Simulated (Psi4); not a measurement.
# Geometry relaxation, with input and output: C$_{2}$Si (part 3 of 3)

Continued. System: C$_{2}$Si (Silicon dicarbide). Method: SVWN-RPA/def2-TZVP, RKS (Psi4 1.11). The geometry comes from this level: GFN2-xTB.

Geometry of the input (Å):
```
C  -1.1118  0.7375  -0.5228
C  -0.1352  0.0892  -0.0636
Si 1.2470  -0.8267  0.5864
```

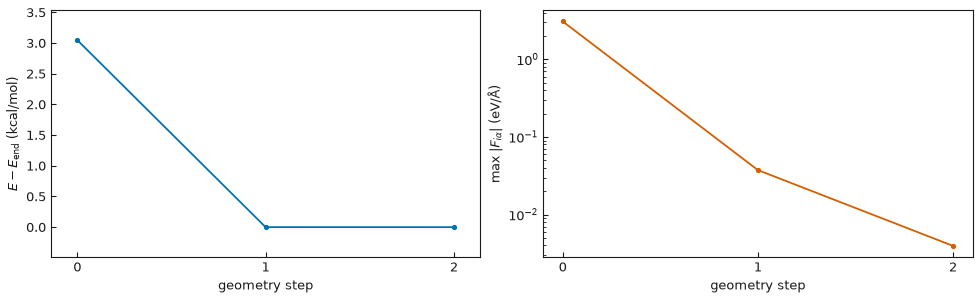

Progress of the relaxation, step by step (steps are counted from 0).

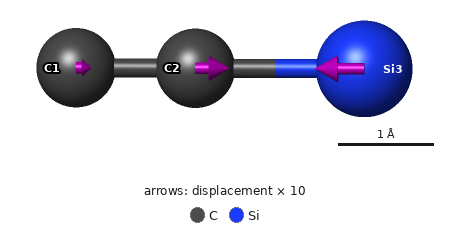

The starting structure with the displacements as pink arrows, magnified 10 times (ball-and-stick view, seen on its broad side). The two geometries are laid on each other by the best rigid fit. The atom that moves furthest after the best rigid fit is Si3 (0.053 Å). Largest moves by element: Si 0.053 Å, C 0.036 Å. Among the contacts that change: C2–Si3 1.781 → 1.692 Å, C1–C2 1.259 → 1.279 Å. The energy falls by 3.05 kcal/mol in 2 geometry steps. The largest force component goes from 3.1 to 0.004 eV/Å. (Atoms are counted from 1 in the order of the input.)

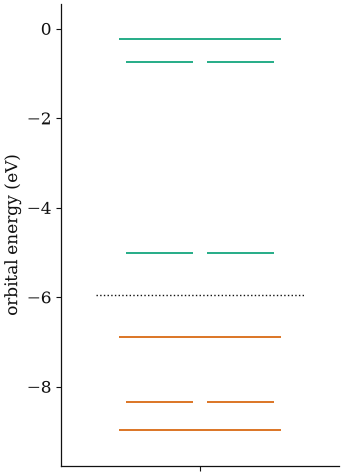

Orbital energies near the frontier; the dotted line parts filled from empty levels, and levels within 0.02 eV of each other stand side by side. Highest filled −6.88 eV, lowest empty −5.01 eV, 1.87 eV apart.
